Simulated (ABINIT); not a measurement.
**A GW run on RbAsF6 (R-3) in ABINIT, with inputs changed**

A base run on RbAsF6 (R-3), then changed inputs.

Main program and level: ABINIT 10.8.3; LDA and many-body steps on it, plane waves.

## (1) Starting point

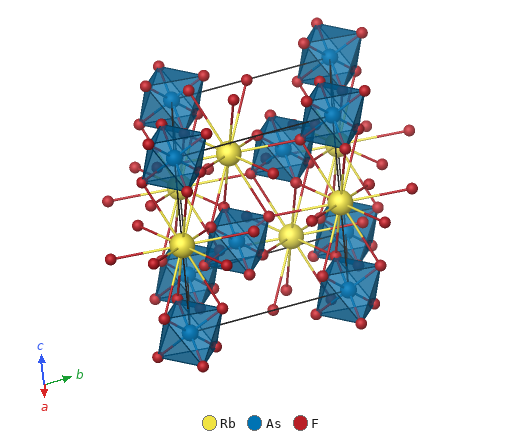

The cell as given, slightly off an axis (rubidium yellow, arsenic blue, fluorine red). This picture shows the conventional cell, with its axes. Some periodic images of atoms are drawn too.

The cell and positions are those that the Materials Project relaxed with its own functionals (PBE, PBE+U or r2SCAN), kept fixed.

## (2) Screening, 2×2×2 mesh, 72 bands, screening to 87.1 eV

This step: ABINIT 10.8.3; RPA screening on LDA, plane waves, norm-conserving pseudopotentials.

The RPA dielectric matrix is built and inverted for each q.

Contents of run.abi:

```
acell 3*1.0 Angstrom
rprim 
  3.717458802479 2.146275840312 2.475880428600
  -3.717458802479 2.146275840312 2.475880428600
  0.000000000000 -4.292551680625 2.475880428600
ntypat 3
znucl 37 33 9
natom 8
typat 1 2 3 3 3 3 3 3
xred 
  0.500000000000 0.500000000000 0.500000000000
  0.000000000000 0.000000000000 0.000000000000
  0.077414800000 0.712012140000 0.799611640000
  0.799611640000 0.077414800000 0.712012140000
  0.287987860000 0.200388360000 0.922585200000
  0.200388360000 0.922585200000 0.287987860000
  0.922585200000 0.287987860000 0.200388360000
  0.712012140000 0.799611640000 0.077414800000
pp_dirpath "pseudos"
pseudos "Rb.upf, As.upf, F.upf"
ecut 36
ngkpt 2 2 2
nshiftk 1
shiftk 0 0 0
kptopt 1
chksymbreak 0
istwfk *1
occopt 1
irdwfk 1
optdriver 3
nband 72
ecuteps 3.2
inclvkb 2
awtr 1
symchi 1
indata_prefix "in"
outdata_prefix "out"
tmpdata_prefix "tmp"
```

On the command line:

```
> OMP_NUM_THREADS=1 mpirun -n 4 abinit run.abi > log
```

Log:

```text
.Version 10.8.3 of ABINIT. v10.8.2 released Aug 2026.

 Symmetries : space group R-3 (#148); Bravais hR (rhombohedral)
[... echo of the input left out ...]
== DATASET  1 ==================================================================
-   mpi_nproc: 4, omp_nthreads: 1 (-1 if OMP is not activated)

--- !DatasetInfo
iteration_state: {dtset: 1, }
dimensions: {natom: 8, nkpt: 4, mband: 72, nsppol: 1, nspinor: 1, nspden: 1, mpw: 8260, }
cutoff_energies: {ecut:  36.0, pawecutdg:  -1.0, }
electrons: {nelect:   6.60000000E+01, charge:   0.00000000E+00, occopt:   1.00000000E+00, tsmear:   1.00000000E-02, }

 SCREENING: Calculation of the susceptibility and dielectric matrices

 Based on a program developped by R.W. Godby, V. Olevano, G. Onida, and L. Reining.
 Incorporated in ABINIT by V. Olevano, G.-M. Rignanese, and M. Torrent.
.Using double precision arithmetic ; gwpc =  8

[... cell and pseudopotentials left out ...]
--------------------------------------------------------------------------------

 ==== K-mesh for the wavefunctions ====
 Number of points in the irreducible wedge :     4
[... list of points left out ...]
 Together with  6 symmetry operations and time-reversal symmetry
 yields     8 points in the full Brillouin Zone.

 ==== Q-mesh for the screening function ====
 Number of points in the irreducible wedge :     4
[... list of points left out ...]
 Together with  6 symmetry operations and time-reversal symmetry
 yields     8 points in the full Brillouin Zone.

 setmesh: FFT mesh size selected  =    36x   36x   36
          total number of points  =        46656

 vcoul_init : cutoff-mode = AUXILIARY_FUNCTION
 q-points for optical limit:   1
     1)      0.000010    0.000020    0.000030

- screening: taking advantage of time-reversal symmetry
- Maximum band index for partially occupied states nbvw = 33
- Remaining bands to be divided among processors   nbcw = 39
- Number of bands treated by each node ~9

 Number of electrons calculated from density =   66.0000; Expected =   66.0000
 average of density, n =  0.082515
 r_s =    1.4249
 omega_plasma =   27.7091 [eV]

 calculating chi0 at frequencies [eV] :
  1    0.000000E+00    0.000000E+00
  2    0.000000E+00    2.770913E+01

--------------------------------------------------------------------------------
  q-point number  1        q = ( 0.000000, 0.000000, 0.000000) [r.l.u.]
--------------------------------------------------------------------------------
[... chi0 elements left out ...]
 For q-point:  0.000010 0.000020 0.000030
  dielectric constant =   1.9877
  dielectric constant without local fields =   2.2007

  Average fulfillment of the sum rule on Im[epsilon] for q-point    1 :     23.56  [%]
[... wings left out ...]
  q-point number  2        q = ( 0.500000, 0.000000, 0.000000) [r.l.u.]
--------------------------------------------------------------------------------
[... chi0 elements left out ...]
  Average fulfillment of the sum rule on Im[epsilon] for q-point    2 :     30.00  [%]

 [... 2 further q-points ...]
```

Run time: 21 s. Hardware: 4 MPI ranks of Arm Neoverse V1, shared host; peak memory 1.1 GiB; 85 s of CPU time.

Numbers from this step:

```yaml
eps_infinity_with_local_fields_on_this_mesh_along_the_program_s_q_direction: 1.988
the_same_without_local_fields: 2.201
plasma_frequency: 27.71 eV
plane_waves_in_the_screening_matrix: 213
```

Local fields lower ε∞ by 10 %. On a Γ-centred mesh this coarse the value itself is usually too large, while a short band sum pulls it down.

## (3) Base

The self-energy is evaluated for the states that the input lists, and the levels follow from it, in one-shot runs by the linearised quasiparticle equation.

This step: G0W0 on LDA, plane waves, norm-conserving pseudopotentials.

run.abi, as its differences from that of step 2:

```diff
@@ -29,8 +29,15 @@
 irdwfk 1
-optdriver 3
+optdriver 4
 nband 72
+gwcalctyp 0
+ecutsigx 36
+symsigma 1
+nkptgw 1
+kptgw 
+  0.0000000000 0.0000000000 0.0000000000
+bdgw 
+  31 35
 ecuteps 3.2
-inclvkb 2
-awtr 1
-symchi 1
+irdscr 1
+ppmodel 1
 indata_prefix "in"
```

Log:

```text
.Version 10.8.3 of ABINIT. v10.8.2 released Aug 2026.

 Symmetries : space group R-3 (#148); Bravais hR (rhombohedral)
[... echo of the input left out ...]
== DATASET  1 ==================================================================
-   mpi_nproc: 4, omp_nthreads: 1 (-1 if OMP is not activated)

--- !DatasetInfo
iteration_state: {dtset: 1, }
dimensions: {natom: 8, nkpt: 4, mband: 72, nsppol: 1, nspinor: 1, nspden: 1, mpw: 8260, }
cutoff_energies: {ecut:  36.0, pawecutdg:  -1.0, }
electrons: {nelect:   6.60000000E+01, charge:   0.00000000E+00, occopt:   1.00000000E+00, tsmear:   1.00000000E-02, }

 SIGMA: Calculation of the GW corrections

 Based on a program developped by R.W. Godby, V. Olevano, G. Onida, and L. Reining.
 Incorporated in ABINIT by V. Olevano, G.-M. Rignanese, and M. Torrent.
.Using double precision arithmetic ; gwpc =  8

[... cell and pseudopotentials left out ...]
--------------------------------------------------------------------------------

 ==== K-mesh for the wavefunctions ====
 Number of points in the irreducible wedge :     4
[... list of points left out ...]
 Together with  6 symmetry operations and time-reversal symmetry
 yields     8 points in the full Brillouin Zone.

 ==== Q-mesh for screening function ====
 Number of points in the irreducible wedge :     4
[... list of points left out ...]
 Together with  6 symmetry operations and time-reversal symmetry
 yields     8 points in the full Brillouin Zone.

 vcoul_init : cutoff-mode = AUXILIARY_FUNCTION
 q-points for optical limit:   1
     1)      0.000010    0.000020    0.000030
 setmesh: FFT mesh size selected  =    50x   50x   50
          total number of points  =       125000

 Number of electrons calculated from density =   66.0000; Expected =   66.0000
 average of density, n =  0.082515
 r_s =    1.4249
 omega_plasma =   27.7091 [eV]

 === KS Band Gaps ===
  >>>> For spin  1
   Minimum direct gap =   5.3882 [eV], located at k-point      :   0.0000  0.0000  0.0000
   Fundamental gap    =   5.3882 [eV], Top of valence bands at :   0.0000  0.0000  0.0000
                                       Bottom of conduction at :   0.0000  0.0000  0.0000
 SIGMA fundamental parameters:
 PLASMON POLE MODEL  1
 number of plane-waves for SigmaX                 8233
 number of plane-waves for SigmaC and W            213
 number of plane-waves for wavefunctions          8233
 number of bands                                    72
 number of independent spin polarizations            1
 number of spinorial components                      1
 number of k-points in IBZ                           4
 number of q-points in IBZ                           4
 number of symmetry operations                       6
 number of k-points in BZ                            8
 number of q-points in BZ                            8
 number of frequencies for dSigma/dE                 9
 frequency step for dSigma/dE [eV]                0.25
 number of omega for Sigma on real axis              0
 max omega for Sigma on real axis  [eV]           0.00
 zcut for avoiding poles [eV]                     0.10

 EPSILON^-1 parameters (SCR file):
 dimension of the eps^-1 matrix on file            213
 dimension of the eps^-1 matrix used               213
 number of plane-waves for wavefunctions          8233
 number of bands                                    72
 number of q-points in IBZ                           4
 number of frequencies                               2
 number of real frequencies                          1
 number of imag frequencies                          1

 matrix elements of self-energy operator (all in [eV])

 Perturbative Calculation

--- !SelfEnergy_ee
iteration_state: {dtset: 1, }
kpoint     : [   0.000,    0.000,    0.000, ]
spin       : 1
KS_gap     :    5.388
QP_gap     :   10.553
Delta_QP_KS:    5.165
data: !SigmaeeData |
     Band     E0 <VxcDFT>   SigX SigC(E0)      Z dSigC/dE  Sig(E)    E-E0       E
       31  -2.924 -22.423 -30.298   5.181   0.815  -0.227 -24.618  -2.195  -5.119
       32  -2.924 -22.423 -30.298   5.181   0.815  -0.227 -24.618  -2.195  -5.119
       33  -2.573 -22.945 -30.863   5.237   0.815  -0.228 -25.130  -2.184  -4.758
       34   2.815 -18.339 -13.313  -1.611   0.873  -0.146 -15.358   2.980   5.795
       35   7.225 -12.866  -7.423  -2.173   0.884  -0.131  -9.975   2.891  10.117

== END DATASET(S) ==============================================================
================================================================================

 -outvars: echo values of variables after computation  --------
           etotal      0.0000000000E+00
            nband          72
             nkpt           4
          spgroup         148
 [... the other variables as echoed above ...]

 Calculation completed.
```

Wall time 5 s (4 MPI ranks); peak memory 0.4 GiB.

This step gave:

- G0W0 gap on the points computed: 10.55 eV
- starting gap on the mesh: 5.388 eV
- k of the valence top: 0, 0, 0
- k of the conduction bottom: 0, 0, 0
- Z at the valence top: 0.815
- Z at the conduction bottom: 0.873
- least direct G0W0 gap on the computed points: 10.55 eV

The gap on the mesh goes from 5.39 eV to 10.55 eV, a correction of +5.16 eV.

## (4) Fewer bands in the self-energy

run.abi, as its differences from that of step 3:

```diff
@@ -30,3 +30,3 @@
 optdriver 4
-nband 72
+nband 39
 gwcalctyp 0
```

Log:

```text
.Version 10.8.3 of ABINIT. v10.8.2 released Aug 2026.

 Symmetries : space group R-3 (#148); Bravais hR (rhombohedral)
[... echo of the input left out ...]
== DATASET  1 ==================================================================
-   mpi_nproc: 4, omp_nthreads: 1 (-1 if OMP is not activated)

--- !DatasetInfo
iteration_state: {dtset: 1, }
dimensions: {natom: 8, nkpt: 4, mband: 39, nsppol: 1, nspinor: 1, nspden: 1, mpw: 8260, }
cutoff_energies: {ecut:  36.0, pawecutdg:  -1.0, }
electrons: {nelect:   6.60000000E+01, charge:   0.00000000E+00, occopt:   1.00000000E+00, tsmear:   1.00000000E-02, }

 SIGMA: Calculation of the GW corrections

 Based on a program developped by R.W. Godby, V. Olevano, G. Onida, and L. Reining.
 Incorporated in ABINIT by V. Olevano, G.-M. Rignanese, and M. Torrent.
.Using double precision arithmetic ; gwpc =  8

[... cell and pseudopotentials left out ...]
--------------------------------------------------------------------------------

 ==== K-mesh for the wavefunctions ====
 Number of points in the irreducible wedge :     4
[... list of points left out ...]
 Together with  6 symmetry operations and time-reversal symmetry
 yields     8 points in the full Brillouin Zone.

 ==== Q-mesh for screening function ====
 Number of points in the irreducible wedge :     4
[... list of points left out ...]
 Together with  6 symmetry operations and time-reversal symmetry
 yields     8 points in the full Brillouin Zone.

 vcoul_init : cutoff-mode = AUXILIARY_FUNCTION
 q-points for optical limit:   1
     1)      0.000010    0.000020    0.000030
 setmesh: FFT mesh size selected  =    50x   50x   50
          total number of points  =       125000

 Number of electrons calculated from density =   66.0000; Expected =   66.0000
[...]
number of q-points in IBZ                           4
 number of symmetry operations                       6
 number of k-points in BZ                            8
 number of q-points in BZ                            8
 number of frequencies for dSigma/dE                 9
 frequency step for dSigma/dE [eV]                0.25
 number of omega for Sigma on real axis              0
 max omega for Sigma on real axis  [eV]           0.00
 zcut for avoiding poles [eV]                     0.10

 EPSILON^-1 parameters (SCR file):
 dimension of the eps^-1 matrix on file            213
 dimension of the eps^-1 matrix used               213
 number of plane-waves for wavefunctions          8233
 number of bands                                    72
 number of q-points in IBZ                           4
 number of frequencies                               2
 number of real frequencies                          1
 number of imag frequencies                          1

 matrix elements of self-energy operator (all in [eV])

 Perturbative Calculation

--- !SelfEnergy_ee
iteration_state: {dtset: 1, }
kpoint     : [   0.000,    0.000,    0.000, ]
spin       : 1
KS_gap     :    5.388
QP_gap     :   10.824
Delta_QP_KS:    5.436
data: !SigmaeeData |
     Band     E0 <VxcDFT>   SigX SigC(E0)      Z dSigC/dE  Sig(E)    E-E0       E
       31  -2.924 -22.423 -30.298   5.512   0.820  -0.220 -24.360  -1.937  -4.861
       32  -2.924 -22.423 -30.298   5.512   0.820  -0.220 -24.360  -1.937  -4.861
       33  -2.573 -22.945 -30.863   5.570   0.819  -0.220 -24.869  -1.924  -4.498
       34   2.815 -18.339 -13.313  -1.054   0.884  -0.131 -14.827   3.511   6.326
       35   7.225 -12.866  -7.423  -1.138   0.910  -0.098  -8.947   3.919  11.145

== END DATASET(S) ==============================================================
================================================================================

 -outvars: echo values of variables after computation  --------
           etotal      0.0000000000E+00
            nband          39
             nkpt           4
          spgroup         148
 [... the other variables as echoed above ...]

 Calculation completed.
```

Wall time 4.5 s (4 MPI ranks); peak memory 0.48 GiB.

This step gave:

```
G0W0 gap on the points computed              : 10.82 eV
starting gap on the mesh                     : 5.388 eV
k of the valence top                         : 0, 0, 0
k of the conduction bottom                   : 0, 0, 0
Z at the valence top                         : 0.819
Z at the conduction bottom                   : 0.884
least direct G0W0 gap on the computed points : 10.82 eV
```

## (5) Exchange cutoff

run.abi, as its differences from that of step 4:

```diff
@@ -30,5 +30,5 @@
 optdriver 4
-nband 39
+nband 72
 gwcalctyp 0
-ecutsigx 36
+ecutsigx 72
 symsigma 1
```

Log:

```text
.Version 10.8.3 of ABINIT. v10.8.2 released Aug 2026.

 Symmetries : space group R-3 (#148); Bravais hR (rhombohedral)
[... echo of the input left out ...]
== DATASET  1 ==================================================================
-   mpi_nproc: 4, omp_nthreads: 1 (-1 if OMP is not activated)

--- !DatasetInfo
iteration_state: {dtset: 1, }
dimensions: {natom: 8, nkpt: 4, mband: 72, nsppol: 1, nspinor: 1, nspden: 1, mpw: 8260, }
cutoff_energies: {ecut:  36.0, pawecutdg:  -1.0, }
electrons: {nelect:   6.60000000E+01, charge:   0.00000000E+00, occopt:   1.00000000E+00, tsmear:   1.00000000E-02, }

 SIGMA: Calculation of the GW corrections

 Based on a program developped by R.W. Godby, V. Olevano, G. Onida, and L. Reining.
 Incorporated in ABINIT by V. Olevano, G.-M. Rignanese, and M. Torrent.
.Using double precision arithmetic ; gwpc =  8

[... cell and pseudopotentials left out ...]
--------------------------------------------------------------------------------

 ==== K-mesh for the wavefunctions ====
 Number of points in the irreducible wedge :     4
[... list of points left out ...]
 Together with  6 symmetry operations and time-reversal symmetry
 yields     8 points in the full Brillouin Zone.

 ==== Q-mesh for screening function ====
 Number of points in the irreducible wedge :     4
[... list of points left out ...]
 Together with  6 symmetry operations and time-reversal symmetry
 yields     8 points in the full Brillouin Zone.

 vcoul_init : cutoff-mode = AUXILIARY_FUNCTION
 q-points for optical limit:   1
     1)      0.000010    0.000020    0.000030
 setmesh: FFT mesh size selected  =    60x   60x   60
          total number of points  =       216000

 Number of electrons calculated from density =   66.0000; Expected =   66.0000
[...]
number of q-points in IBZ                           4
 number of symmetry operations                       6
 number of k-points in BZ                            8
 number of q-points in BZ                            8
 number of frequencies for dSigma/dE                 9
 frequency step for dSigma/dE [eV]                0.25
 number of omega for Sigma on real axis              0
 max omega for Sigma on real axis  [eV]           0.00
 zcut for avoiding poles [eV]                     0.10

 EPSILON^-1 parameters (SCR file):
 dimension of the eps^-1 matrix on file            213
 dimension of the eps^-1 matrix used               213
 number of plane-waves for wavefunctions          8233
 number of bands                                    72
 number of q-points in IBZ                           4
 number of frequencies                               2
 number of real frequencies                          1
 number of imag frequencies                          1

 matrix elements of self-energy operator (all in [eV])

 Perturbative Calculation

--- !SelfEnergy_ee
iteration_state: {dtset: 1, }
kpoint     : [   0.000,    0.000,    0.000, ]
spin       : 1
KS_gap     :    5.388
QP_gap     :   10.556
Delta_QP_KS:    5.168
data: !SigmaeeData |
     Band     E0 <VxcDFT>   SigX SigC(E0)      Z dSigC/dE  Sig(E)    E-E0       E
       31  -2.924 -22.423 -30.308   5.181   0.815  -0.227 -24.626  -2.203  -5.127
       32  -2.924 -22.423 -30.308   5.181   0.815  -0.227 -24.626  -2.203  -5.127
       33  -2.573 -22.945 -30.874   5.237   0.815  -0.228 -25.138  -2.193  -4.766
       34   2.815 -18.339 -13.319  -1.611   0.873  -0.146 -15.363   2.976   5.790
       35   7.225 -12.866  -7.427  -2.173   0.884  -0.131  -9.978   2.888  10.113

== END DATASET(S) ==============================================================
================================================================================

 -outvars: echo values of variables after computation  --------
           etotal      0.0000000000E+00
            nband          72
             nkpt           4
          spgroup         148
 [... the other variables as echoed above ...]

 Calculation completed.
```

Run time: 5.5 s. Hardware: 4 MPI ranks; peak memory 0.29 GiB.

Numbers from this step:

| Property | Result |
| --- | --- |
| G0W0 gap on the points computed | 10.56 eV |
| starting gap on the mesh | 5.388 eV |
| k of the valence top | 0, 0, 0 |
| k of the conduction bottom | 0, 0, 0 |
| Z at the valence top | 0.815 |
| Z at the conduction bottom | 0.873 |
| least direct G0W0 gap on the computed points | 10.56 eV |

(Part 1 of 2 ends here.)

[Paths, hosts, dates, memory and timing lines, banners, echoed tables and standing remarks are left out of the program output.]

[Logs are printed without paths, hosts, clocks, repeated set-up lines and the standing remarks that a program may print on its own settings, such as how far it seeks lower states.]

[Runs of the session that timed out or met a known fault of the program may be left out.]

[Hosts, paths, dates, database ids (printed as entryN), source tags and the programs' standing remarks are cut or masked in the printed files.]

[G0W0 gaps are taken among the corrected bands and points alone; a level outside them can change the order at an edge.]

[Where Ansatz stands beside ABINIT at settings called matched, ABINIT's density can come from a denser mesh and the files from another edition; pairs whose starting gaps differed by over 0.03 eV were left out, so agreement reads better than it is.]
